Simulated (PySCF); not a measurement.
Vertical excitations of a molecule C2H4ClFSi2 from TDA-CAM-B3LYP/def2-SVPD in PySCF, as energy in eV (oscillator strength): 5.17 (0.001), 5.64 (0.006), 5.87 (0.000), 6.99 (0.004), 7.19 (0.040), 7.69 (0.003), 7.93 (0.263), 7.93 (0.264), 8.05 (0.000), 8.20 (0.261). Lowest triplet (TDA): 4.41 eV. Geometry optimised at PBE0-D3(BJ)/def2-SVP. The values are those of a single conformer.

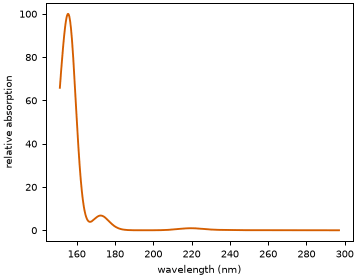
Fig. 1. The lines broadened by 0.4 eV.

Problem. Which structure fits?
A. F[SiH2]C#C[SiH2]Cl
B. C#C[Si@H](F)[SiH2]Cl
C. FC1=C(Cl)[SiH2][SiH2]1
D. C#C[Si@@](F)([SiH3])Cl

Solution. A, F[SiH2]C#C[SiH2]Cl
